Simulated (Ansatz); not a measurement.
**Au wire along [110], 17 atoms a period: bands along the axis**

Wanted: the relaxed geometry and the bands of the Au wire along [110], 17 atoms a period.

Main program and level: Ansatz 0.2.0; DFT PBE, plane waves, PAW; relaxation of a wire's period; PAW set soft_1, in the first sound run; inputs show where later runs differ.

## Step 1: The starting structure

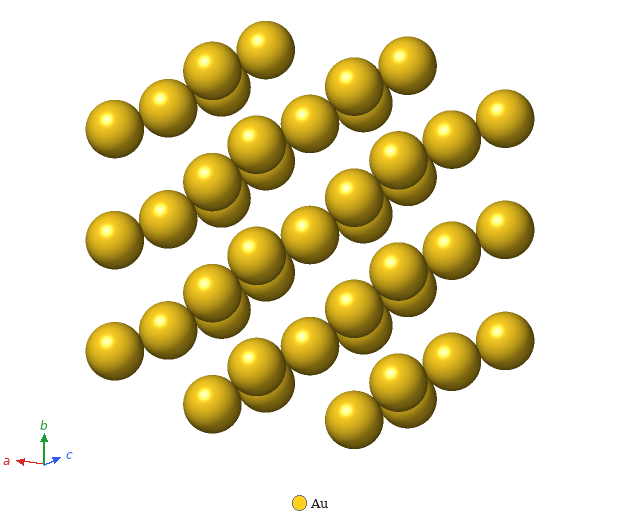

The starting structure, seen at a slant to the c axis (gold yellow). 1×1×2 cells are drawn. Some periodic images of atoms are drawn too.

The cell holds 17 atoms: 17 Au. Its edges and angles: a = 15.120 Å, b = 15.625 Å, c = 2.942 Å, α = 90.0°, β = 90.0°, γ = 90.0°. Vacuum lies along a and b. The structure's axis is c.

## Step 2: Relaxing the period

Band widths follow the bond lengths, so the wire is relaxed first. The atoms and the third cell vector are free; the box across stays fixed as vacuum. A Fermi-Dirac smearing is set since the result may be a metal. The pressure printed is a third of the stress's trace over the whole box, vacuum included; only the stress along the axis is relaxed.

The input, input.yaml:

```yaml
crystal:
  lattice:
    - [15.12, 0.0, 0.0]
    - [0.0, 15.625, 0.0]
    - [0.0, 0.0, 2.9415642097]
  atoms:
    - { symbol: Au, position: [0.224867725, 0.688250274, 0.0] }
    - { symbol: Au, position: [0.224867725, 0.499990164, 0.0] }
    - { symbol: Au, position: [0.5, 0.688250274, 0.0] }
    - { symbol: Au, position: [0.5, 0.499990164, 0.0] }
    - { symbol: Au, position: [0.775132275, 0.688250274, 0.0] }
    - { symbol: Au, position: [0.775132275, 0.499990164, 0.0] }
    - { symbol: Au, position: [0.362433862, 0.2176, 0.5] }
    - { symbol: Au, position: [0.362433862, 0.405860109, 0.5] }
    - { symbol: Au, position: [0.362433862, 0.594120219, 0.5] }
    - { symbol: Au, position: [0.362433862, 0.782380328, 0.5] }
    - { symbol: Au, position: [0.637566138, 0.2176, 0.5] }
    - { symbol: Au, position: [0.637566138, 0.405860109, 0.5] }
    - { symbol: Au, position: [0.637566138, 0.594120219, 0.5] }
    - { symbol: Au, position: [0.637566138, 0.782380328, 0.5] }
    - { symbol: Au, position: [0.224867725, 0.311730055, 0.0] }
    - { symbol: Au, position: [0.5, 0.311730055, 0.0] }
    - { symbol: Au, position: [0.775132275, 0.311730055, 0.0] }
kpoints:
  mp_grid: { grid: [1, 1, 28] }
scf:
  occupations: { method: fermi_dirac, width: 0.05 }
hamiltonian:
  xc: pbe
  pseudopotentials: { kind: paw, azcp: { folder: soft_1 } }
relax:
  cell: { fix: [a, b, alpha, beta, gamma] }
  max_steps: 45
  f_tol: 0.03
```

On the command line:

```sh
$ ansatz run input.yaml --threads 4 --pin off --max-ram 16384MiB --backend cpu --events-out ev --progress --plain --runs-dir out
```

Numbers of over 12 decimals in the logs are rounded to 6 here.

What it wrote:

```text
Engine: ansatz 0.2.0, aarch64-unknown-linux-gnu
Pseudopotentials: kind: paw
Pseudopotential: Au, paw, valence charge 19, recommended cutoff 420 eV (normal), soft_1/Au.paw.azcp
Functional definition: PBE
  parameter kappa = 0.804
  parameter beta = 0.066725
  exchange = pbe_x(kappa = kappa, mu = beta*pi^2/3)
  correlation = pbe_c(beta = beta)
Crystal: 17 atoms, lattice volume = 694.945 Å³
Basis set: ecut = 420 eV, 13491 PW (Γ), exchange–correlation on 216×216×40 points (8 copies of the dense FFT grid, shifted against one another)
Bands: 194, of which v1, the nominal top of the filled ones, is band 162 counted from 1 (161 counted from 0)
Symmetry: 8 space group operations
Space group: Pmmm (ITA 47), of the structure as read, at distance tolerance 8.9e-5 Å
k-points: 15 of 28
Non-local potential: Au, projectors of the file, l = 0: 3, l = 1: 2, l = 2: 2, l = 3: 1
PAW form: soft (Blöchl's): semilocal exchange-correlation on the pseudo side does not see the compensation charge
PAW one-centre angular grid: Au, 590 points (default); XC on 64 Gauss nodes
Initial density: superposition of atomic densities (neutral atoms: chi_scale 0, normalization atom)
Initial wavefunctions: pseudopotential atomic-orbital guess
Functional: x = pbe(κ = 0.804, μ = 0.219515), c = pbe(β = 0.066725)
SCF iter   1: F=—  HF=-223567.383293 eV  |F-HF|=—  |Δ(HF+E_count)|=         —  Δρ=3.89e-2  dr2=1.35e1  ethr=3.10e-3  ⟨swp⟩=6.3  Hψ=11030  notcnv=0  defer=80
preconditioner: auto → LDOS  [metal: Δε(μ)=0.017 eV  Ē_g=7.606 eV  σ=0.050 eV  W_gap=0.08  n_scr=146 (ndim 8)  ℏωp=19.3 eV  f_vac=0.482  D(μ)=6.35/eV (n_scr^D=32)  β→1.0]
SCF iter   2: F=—  HF=-223567.899812 eV  |F-HF|=—  |Δ(HF+E_count)|=   5.17e-1  Δρ=4.18e-2  dr2=1.31e1  ethr=3.10e-3  ⟨swp⟩=3.0  Hψ=6473  notcnv=0  defer=331
SCF iter   3: F=—  HF=-223563.905545 eV  |F-HF|=—  |Δ(HF+E_count)|=    3.99e0  Δρ=2.81e-3  dr2=6.70e-2  ethr=3.10e-3  ⟨swp⟩=2.0  Hψ=4915  notcnv=0  defer=335
SCF iter   4: F=—  HF=-223563.901561 eV  |F-HF|=—  |Δ(HF+E_count)|=   3.98e-3  Δρ=1.38e-3  dr2=3.92e-2  ethr=2.08e-5  ⟨swp⟩=2.7  Hψ=5886  notcnv=0  defer=335
SCF iter   5: F=—  HF=-223563.896073 eV  |F-HF|=—  |Δ(HF+E_count)|=   5.49e-3  Δρ=4.37e-4  dr2=9.87e-4  ethr=1.21e-5  ⟨swp⟩=2.0  Hψ=4022  notcnv=0  defer=335
SCF iter   6: F=—  HF=-223563.896667 eV  |F-HF|=—  |Δ(HF+E_count)|=   5.95e-4  Δρ=1.19e-4  dr2=1.42e-4  ethr=3.05e-7  ⟨swp⟩=2.1  Hψ=4040  notcnv=0  defer=335
SCF iter   7: F=—  HF=-223563.896678 eV  |F-HF|=—  |Δ(HF+E_count)|=   1.09e-5  Δρ=3.59e-5  dr2=1.27e-5  ethr=4.40e-8  ⟨swp⟩=2.1  Hψ=3984  notcnv=0  defer=335
SCF iter   8: F=—  HF=-223563.897075 eV  |F-HF|=—  |Δ(HF+E_count)|=   3.97e-4  Δρ=1.33e-5  dr2=8.96e-7  ethr=3.94e-9  ⟨swp⟩=2.4  Hψ=4475  notcnv=0  defer=335
SCF iter   9: F=-223563.897076 eV  HF=-223563.897076 eV  |F-HF|=9.78e-9  |Δ(HF+E_count)|=   6.51e-7  Δρ=3.41e-6  dr2=8.89e-8  ethr=3.10e-11  ⟨swp⟩=5.0  Hψ=10629  notcnv=0
SCF 1 converged in 9 iterations: F = -223563.897076 eV  dr2 = 8.89e-8
  greatest PAW one-centre occupation: 1.000 electrons in one spin orbital (limit 2), on the Au atom at site 15 (counted from 0), in its partial waves of l = 0
relax step   1: F+E_penalty+E_count = -223563.89707605 eV  Δ(F+E_penalty+E_count) = +0.000e0 eV  max|allowed force component| = 4.751e-1 eV/Å  Δτ_max = 0.0000 Å  P = -2.476 GPa  Ω = 694.945 Å³  fix = [a, b, alpha, beta, gamma]  reactions: a -1.561, b -1.759 GPa  (9 SCF iters, dr2 threshold 1.00e-7 eV, accepted)
Crystal: 17 atoms, lattice volume = 661.188 Å³
Basis set: ecut = 420 eV, 12975 PW (Γ), exchange–correlation on 216×216×40 points (8 copies of the dense FFT grid, shifted against one another)
Initial density: handed on by an earlier stage of this run
Initial wavefunctions: those handed on with the density
iter 1 solved again at ethr=1.04e-4 eV; its pass at ethr=3.10e-3 eV (dr2=3.37e-1 eV) is discarded
SCF iter   1: F=—  HF=-223564.459939 eV  |F-HF|=—  |Δ(HF+E_count)|=         —  Δρ=6.29e-3  dr2=3.39e-1  ethr=1.04e-4  ⟨swp⟩=3.9  Hψ=15847  notcnv=0
preconditioner: auto → LDOS  [metal: Δε(μ)=0.036 eV  Ē_g=8.465 eV  σ=0.050 eV  W_gap=0.17  n_scr=144 (ndim 8)  ℏωp=19.7 eV  f_vac=0.487  D(μ)=5.83/eV (n_scr^D=28)  β→1.0]
SCF iter   2: F=—  HF=-223564.483763 eV  |F-HF|=—  |Δ(HF+E_count)|=   2.38e-2  Δρ=6.17e-3  dr2=4.20e-1  ethr=1.04e-4  ⟨swp⟩=3.6  Hψ=5919  notcnv=0
SCF iter   3: F=—  HF=-223564.383752 eV  |F-HF|=—  |Δ(HF+E_count)|=   1.00e-1  Δρ=5.76e-4  dr2=2.14e-3  ethr=1.04e-4  ⟨swp⟩=2.3  Hψ=4740  notcnv=0  defer=179
SCF iter   4: F=—  HF=-223564.383820 eV  |F-HF|=—  |Δ(HF+E_count)|=   6.85e-5  Δρ=2.66e-4  dr2=8.61e-4  ethr=6.63e-7  ⟨swp⟩=3.0  Hψ=6034  notcnv=0  defer=179
SCF iter   5: F=—  HF=-223564.384228 eV  |F-HF|=—  |Δ(HF+E_count)|=   4.08e-4  Δρ=7.81e-5  dr2=2.91e-5  ethr=2.67e-7  ⟨swp⟩=2.0  Hψ=4135  notcnv=0  defer=179
SCF iter   6: F=—  HF=-223564.384235 eV  |F-HF|=—  |Δ(HF+E_count)|=   6.21e-6  Δρ=2.33e-5  dr2=4.08e-6  ethr=9.01e-9  ⟨swp⟩=2.2  Hψ=4579  notcnv=0  defer=179
SCF iter   7: F=-223564.384236 eV  HF=-223564.384236 eV  |F-HF|=1.46e-7  |Δ(HF+E_count)|=   1.24e-6  Δρ=6.57e-6  dr2=4.11e-7  ethr=5.26e-10  ⟨swp⟩=4.8  Hψ=9701  notcnv=0
SCF 2 converged in 7 iterations: F = -223564.384236 eV  dr2 = 4.11e-7
relax step   2: F+E_penalty+E_count = -223564.38423567 eV  Δ(F+E_penalty+E_count) = -4.872e-1 eV  max|allowed force component| = 4.557e-1 eV/Å  Δτ_max = 0.1222 Å  P = +1.866 GPa  Ω = 661.188 Å³  energy of the carried Pulay correction = +5.112e-3 eV  fix = [a, b, alpha, beta, gamma]  reactions: a +2.275, b +1.689 GPa  (7 SCF iters, dr2 threshold 1.70e-6 eV, accepted)
Crystal: 17 atoms, lattice volume = 664.519 Å³
Basis set: ecut = 420 eV, 13015 PW (Γ), exchange–correlation on 216×216×40 points (8 copies of the dense FFT grid, shifted against one another)
iter 1 solved again at ethr=6.08e-5 eV; its pass at ethr=3.10e-3 eV (dr2=1.96e-1 eV) is discarded
SCF iter   1: F=—  HF=-223564.640551 eV  |F-HF|=—  |Δ(HF+E_count)|=         —  Δρ=4.99e-3  dr2=2.04e-1  ethr=6.08e-5  ⟨swp⟩=2.9  Hψ=13679  notcnv=0
preconditioner: auto → LDOS  [metal: Δε(μ)=0.023 eV  Ē_g=8.408 eV  σ=0.050 eV  W_gap=0.12  n_scr=152 (ndim 8)  ℏωp=19.7 eV  f_vac=0.478  D(μ)=6.32/eV (n_scr^D=36)  β→1.0]
SCF iter   2: F=—  HF=-223564.645061 eV  |F-HF|=—  |Δ(HF+E_count)|=   4.51e-3  Δρ=3.54e-3  dr2=2.23e-1  ethr=6.08e-5  ⟨swp⟩=2.7  Hψ=5418  notcnv=0
SCF iter   3: F=—  HF=-223564.597648 eV  |F-HF|=—  |Δ(HF+E_count)|=   4.74e-2  Δρ=6.47e-4  dr2=3.27e-3  ethr=6.08e-5  ⟨swp⟩=2.1  Hψ=4790  notcnv=0
[...]
greatest PAW one-centre occupation: 1.000 electrons in one spin orbital (limit 2), on the Au atom at site 3 (counted from 0), in its partial waves of l = 0
relax step   3: F+E_penalty+E_count = -223564.59749911 eV  Δ(F+E_penalty+E_count) = -2.133e-1 eV  max|allowed force component| = 1.557e-1 eV/Å  Δτ_max = 0.1289 Å  P = -0.019 GPa  Ω = 664.519 Å³  energy of the carried Pulay correction = +4.588e-3 eV  fix = [a, b, alpha, beta, gamma]  reactions: a +0.291, b +0.031 GPa  (7 SCF iters, dr2 threshold 1.70e-6 eV, accepted)
[...]
relax step   4: F+E_penalty+E_count = -223564.64574316 eV  Δ(F+E_penalty+E_count) = -4.824e-2 eV  max|allowed force component| = 6.587e-2 eV/Å  Δτ_max = 0.2000 Å  P = -0.016 GPa  Ω = 660.171 Å³  energy of the carried Pulay correction = +5.273e-3 eV  fix = [a, b, alpha, beta, gamma]  reactions: a +0.110, b -0.017 GPa  (7 SCF iters, dr2 threshold 1.52e-6 eV, accepted)
[...]
relax step   5: F+E_penalty+E_count = -223564.64651382 eV  Δ(F+E_penalty+E_count) = -7.707e-4 eV  max|allowed force component| = 6.640e-2 eV/Å  Δτ_max = 0.0763 Å  P = +0.001 GPa  Ω = 659.184 Å³  energy of the carried Pulay correction = +5.429e-3 eV  fix = [a, b, alpha, beta, gamma]  reactions: a +0.022, b +0.060 GPa  (7 SCF iters, dr2 threshold 2.71e-7 eV, accepted)
[...]
relax step   6: F+E_penalty+E_count = -223564.65032672 eV  Δ(F+E_penalty+E_count) = -3.813e-3 eV  max|allowed force component| = 1.648e-2 eV/Å  Δτ_max = 0.0838 Å  P = +0.053 GPa  Ω = 658.148 Å³  energy of the carried Pulay correction = +5.594e-3 eV  fix = [a, b, alpha, beta, gamma]  reactions: a +0.001, b +0.104 GPa  (7 SCF iters, dr2 threshold 2.76e-7 eV, accepted)
[...]
relax step   7: F+E_penalty+E_count = -223564.65122670 eV  Δ(F+E_penalty+E_count) = -9.000e-4 eV  max|allowed force component| = 4.430e-3 eV/Å  Δτ_max = 0.0165 Å  P = +0.025 GPa  Ω = 658.751 Å³  energy of the carried Pulay correction = +5.498e-3 eV  fix = [a, b, alpha, beta, gamma]  reactions: a +0.022, b +0.059 GPa  (7 SCF iters, dr2 threshold 7.04e-9 eV, accepted)
Initial wavefunctions: pseudopotential atomic-orbital guess (no wavefunctions were taken with the density)
iter 1 solved again at ethr=8.40e-8 eV; its pass at ethr=3.10e-3 eV (dr2=2.71e-4 eV) is discarded
SCF iter   1: F=—  HF=-223564.645072 eV  |F-HF|=—  |Δ(HF+E_count)|=         —  Δρ=1.03e-4  dr2=1.11e-5  ethr=8.40e-8  ⟨swp⟩=4.3  Hψ=22239  notcnv=0
SCF iter   2: F=—  HF=-223564.645605 eV  |F-HF|=—  |Δ(HF+E_count)|=   5.34e-4  Δρ=2.52e-5  dr2=2.73e-6  ethr=3.42e-9  ⟨swp⟩=2.0  Hψ=5343  notcnv=0
SCF iter   3: F=—  HF=-223564.645605 eV  |F-HF|=—  |Δ(HF+E_count)|=   7.31e-7  Δρ=1.30e-5  dr2=1.09e-6  ethr=8.44e-10  ⟨swp⟩=2.2  Hψ=5355  notcnv=0
SCF iter   4: F=—  HF=-223564.645604 eV  |F-HF|=—  |Δ(HF+E_count)|=   2.95e-7  Δρ=3.13e-6  dr2=6.08e-8  ethr=3.37e-10  ⟨swp⟩=2.0  Hψ=4259  notcnv=0
SCF iter   5: F=—  HF=-223564.645604 eV  |F-HF|=—  |Δ(HF+E_count)|=   1.68e-8  Δρ=7.76e-7  dr2=4.27e-9  ethr=1.88e-11  ⟨swp⟩=2.1  Hψ=5229  notcnv=0
SCF iter   6: F=—  HF=-223564.645604 eV  |F-HF|=—  |Δ(HF+E_count)|=   1.05e-9  Δρ=1.84e-7  dr2=2.53e-10  ethr=1.32e-12  ⟨swp⟩=2.1  Hψ=5098  notcnv=0
SCF iter   7: F=-223564.645604 eV  HF=-223564.645604 eV  |F-HF|=2.91e-11  |Δ(HF+E_count)|=  1.16e-10  Δρ=3.87e-8  dr2=8.97e-12  ethr=1.00e-12  ⟨swp⟩=4.7  Hψ=9356  notcnv=0
SCF 8 converged in 7 iterations: F = -223564.645604 eV  dr2 = 8.97e-12
relax step   8: F+E_penalty+E_count = -223564.64560443 eV  Δ(F+E_penalty+E_count) = +5.622e-3 eV  max|allowed force component| = 4.620e-3 eV/Å  Δτ_max = 0.0000 Å  P = +0.025 GPa  Ω = 658.751 Å³  fix = [a, b, alpha, beta, gamma]  reactions: a +0.022, b +0.060 GPa  stress off target by 7.20e-3 GPa on what of the cell is left free  SCF on the basis re-selected at this cell (its energy is not comparable with the rows above)  (7 SCF iters)
basis re-selected at this cell: Δ(F+E_penalty+E_count) = +5.622e-3 eV, ΔP = -0.000 GPa vs the last step (what re-selecting the basis moved, of the pressure what is left beyond the Pulay correction that the steps carried, after the strain that the cell walked since its last selection, with what the two solves' SCF thresholds leave and, on support functions, any second-order correction that the steps lacked; it is no m [...]
SCF converged after 7 iterations
Free energy (F): -223564.645604 eV
Harris-Foulkes:  -223564.645604 eV  (|F-HF|=2.91e-11)
Internal energy: -223564.598620 eV  (E = F + TS)
E sigma→0 (E₀):  -223564.622112 eV
Entropy (-TS):   -0.046984 eV (-2.764 meV/atom)
Fermi energy:    6.117574 eV
--- Per-component energies (eV) ---
  E_band       = -8027.911337
  E_kinetic    = 9822.607005
  E_local      = -178265.437012  (includes V_loc(G=0)·N_el)
  E_nonlocal   = 1669.524713
  E_hartree    = 84959.866712
  E_xc         = -3647.592340
  E_vxc        = -4426.610430  (∫ρ·V_xc dr)
  E_paw        = -165443.579812  (= ΣΔE_a)
  E_vpaw       = -6747.755825  (= ΣTr[D̂ρ^β])
  E_aug_tail   = 0.027688  (compensation charges beyond the density's cutoff)
  E_ewald      = 27339.984424
  E_smearing   = -0.046984  (= −TS)
  E_closure    = -0.000000  (closes the sum)
  Σ components = -223564.645604   (vs F -223564.645604, Δ=0.00e0)
--- Forces (eV/Å), atoms counted from 1 ---
  atom   1  Au     0.00100732    -0.00180991     0.00000000
  atom   2  Au     0.00266327     0.00000000     0.00000000
  atom   3  Au     0.00000000    -0.00462048    -0.00000000
  atom   4  Au    -0.00000000     0.00000000     0.00000000
  atom   5  Au    -0.00100732    -0.00180991    -0.00000000
  atom   6  Au    -0.00266327    -0.00000000    -0.00000000
  atom   7  Au    -0.00018534    -0.00346224    -0.00000000
  atom   8  Au    -0.00073324     0.00116238    -0.00000000
  atom   9  Au    -0.00073324    -0.00116238    -0.00000000
  atom  10  Au    -0.00018534     0.00346224    -0.00000000
  atom  11  Au     0.00018534    -0.00346224     0.00000000
  atom  12  Au     0.00073324     0.00116238     0.00000000
  atom  13  Au     0.00073324    -0.00116238     0.00000000
  atom  14  Au     0.00018534     0.00346224     0.00000000
  atom  15  Au     0.00100732     0.00180991     0.00000000
  atom  16  Au     0.00000000     0.00462048     0.00000000
  atom  17  Au    -0.00100732     0.00180991    -0.00000000
  max |Σ_I F_I| component: 6.51e-19 eV/Å
--- Stress (GPa, compression-positive) ---
        0.022224      -0.000000       0.000000
       -0.000000       0.059644      -0.000000
        0.000000      -0.000000      -0.007198
  P = ⅓ Tr σ = 0.0249 GPa (0.249 kbar)
--- Relaxed structure (7 steps of the walk, 7 accepted, 1 SCFs on fresh bases) ---
  F+E_penalty+E_count = -223564.64560443 eV   max|allowed force component| = 4.620e-3 eV/Å   (the final SCF, on the basis selected at the relaxed cell)
  cell:  # Å, volume = 658.7513 Å³
    - [15.12, 0, 0]
    - [0, 15.625, 0]
    - [0, 0, 2.788365]
  atoms:
    - { symbol: Au, position: [0.220684, 0.677410, 1.1936304877415344e-18] }
    - { symbol: Au, position: [0.217248, 0.5, 2.174278851632388e-18] }
    - { symbol: Au, position: [0.500000, 0.712499, 0] }
    - { symbol: Au, position: [0.500000, 0.5, 0] }
    - { symbol: Au, position: [0.779316, 0.677410, -1.1936304877415332e-18] }
    - { symbol: Au, position: [0.782752, 0.5, -2.1742788516323882e-18] }
    - { symbol: Au, position: [0.349128, 0.220632, 0.5] }
    - { symbol: Au, position: [0.366686, 0.405640, 0.5] }
    - { symbol: Au, position: [0.366686, 0.594360, 0.5] }
    - { symbol: Au, position: [0.349128, 0.779368, 0.5] }
    - { symbol: Au, position: [0.650872, 0.220632, 0.5] }
    - { symbol: Au, position: [0.633314, 0.405640, 0.5] }
    - { symbol: Au, position: [0.633314, 0.594360, 0.5] }
    - { symbol: Au, position: [0.650872, 0.779368, 0.5] }
    - { symbol: Au, position: [0.220684, 0.322590, 1.1936304877415338e-18] }
    - { symbol: Au, position: [0.500000, 0.287501, 0] }
    - { symbol: Au, position: [0.779316, 0.322590, -1.1936304877415334e-18] }
```

Run time: 5.5 min. Hardware: 4 threads of Arm Neoverse V1, shared host; peak memory 3.2 GiB.

[end of part 1 of 2]

[Logs are printed without paths, hosts, clocks, repeated set-up lines and the standing remarks that a program may print on its own settings, such as how far it seeks lower states.]

[Hosts, paths, dates, database ids (printed as entryN), source tags and the programs' standing remarks are cut or masked in the printed files.]
